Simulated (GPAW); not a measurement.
# Surface energy and work function of Au(110) from slabs of 4 to 14 layers (LDA)

How do energy and work function of Au(110) films settle with thickness, and what surface energy follows?

Set-up. GPAW 26.7.0, plane waves at 450 eV with PAW setups; symmetric 1×1 slabs cut at the tabulated lattice constant (two decimals; low-temperature values for the alkali metals), atoms at bulk places, 7.5 Å of vacuum on each side, one in-plane mesh for all thicknesses, Fermi-Dirac smearing of 0.1 eV. Energies are extrapolated to zero smearing and count from the program's reference atoms. Functional LDA. The cell's area is 11.771 Å².

The runs, one held back:

| layers | energy (eV) | work function (eV) |
| --- | --- | --- |
| 4 | −15.1922 | 5.37 |
| 5 | −19.5769 | 5.38 |
| 6 | −23.9020 | 5.37 |
| 7 | −28.2757 | 5.36 |
| 8 | −32.6041 | 5.39 |
| 9 | −36.9773 | 5.35 |
| 10 | −41.3134 | 5.39 |
| 11 | −45.6726 | 5.35 |
| 12 | −50.0109 | 5.39 |
| 14 | ? | ? |

Q: What surface energy do these runs give, and what energy and work function should the 14-layer slab have?

A: A slab of n layers has E(n) = nε + 2Aγ once its middle is bulk-like. A line through n = 6 to 12 has the slope ε = −4.3511 eV a layer and the intercept 2Aγ = 2.1944 eV (r.m.s. residual 9.2 meV). So γ = 2.1944 / (2 × 11.771 Å²) = 0.0932 eV/Å² = 1.49 J/m², with a standard error of about 0.01 J/m² from the scatter about the line. For 14 layers: 2.1944 + 14 × (−4.3511) = −58.720 eV; the run gives −58.714 eV, 7.0 meV over the line. The work function has no such law: from 6 to 12 layers it moves between 5.35 and 5.39 eV (mean 5.37), and the 14-layer slab gives 5.38 eV. The thinnest slab, 4 layers, lies 0.00 eV from that mean. The values go up and down with thickness, as expected where levels confined across the film cross the Fermi level one by one. The measured value for this face is 5.16 eV (“Anisotropic work function of elemental crystals” (2019, arxiv:1902.07811)), for a face that reconstructs.

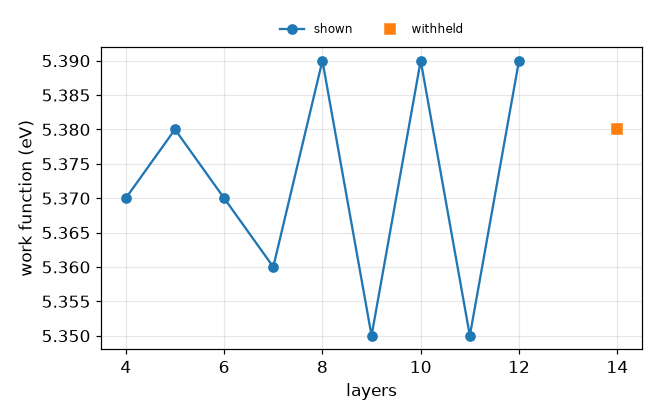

Work function against thickness.

**Limits.** The surfaces are unrelaxed, so γ is an upper bound for this functional and lattice constant. The tabulated lattice constant isn't the functional's own, which strains the slab a little. Spin-orbit coupling is left out.
